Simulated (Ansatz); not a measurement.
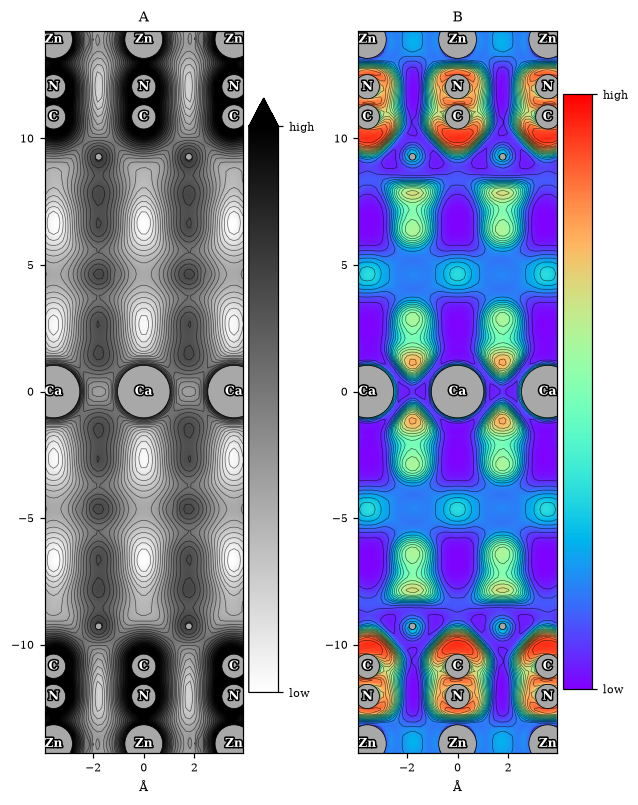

CaZnC2N2: 2 fields on the (100) plane of the conventional cell, with unlabelled colour scales. Grey discs cover the atomic cores.

Space group R-3m; a structure generated by program, which may or may not match a known phase.

Theory: Ansatz 0.2.0, DFT PBE, scalar-relativistic, plane waves, PAW.

```yaml
crystal:
  lattice:
    - [3.56370, 0.00000, 0.00000]
    - [-1.78185, 3.08625, 0.00000]
    - [0.00000, 0.00000, 27.82127]
  atoms:
    - { symbol: Ca, position: [0.00000, 0.00000, 0.00000] }
    - { symbol: Ca, position: [0.66667, 0.33333, 0.33333] }
    - { symbol: Ca, position: [0.33333, 0.66667, 0.66667] }
    - { symbol: Zn, position: [0.33333, 0.66667, 0.16667] }
    - { symbol: Zn, position: [0.00000, 0.00000, 0.50000] }
    - { symbol: Zn, position: [0.66667, 0.33333, 0.83333] }
    - { symbol: C, position: [0.33333, 0.66667, 0.05670] }
    - { symbol: C, position: [0.00000, 0.00000, 0.39003] }
    - { symbol: C, position: [0.66667, 0.33333, 0.72336] }
    - { symbol: C, position: [0.33333, 0.66667, 0.27664] }
    - { symbol: C, position: [0.00000, 0.00000, 0.60997] }
    - { symbol: C, position: [0.66667, 0.33333, 0.94330] }
    - { symbol: N, position: [0.33333, 0.66667, 0.09957] }
    - { symbol: N, position: [0.00000, 0.00000, 0.43291] }
    - { symbol: N, position: [0.66667, 0.33333, 0.76624] }
    - { symbol: N, position: [0.33333, 0.66667, 0.23376] }
    - { symbol: N, position: [0.00000, 0.00000, 0.56709] }
    - { symbol: N, position: [0.66667, 0.33333, 0.90043] }
```

Which field does each panel show? The fields are: electron localisation function and valence pseudo-density.

Panel A: valence pseudo-density. Panel B: electron localisation function. From the grid: C–N (1.19 Å): ρ at the midpoint is about 3.3 e/Å³; the ELF peaks at about 0.85 between the atoms. Zn–N (1.87 Å): ρ at the midpoint is about 0.81 e/Å³; the ELF peaks at about 0.90 in the valence shell of N, 0.6 Å from its nucleus, and is about 0.40 at the midpoint.
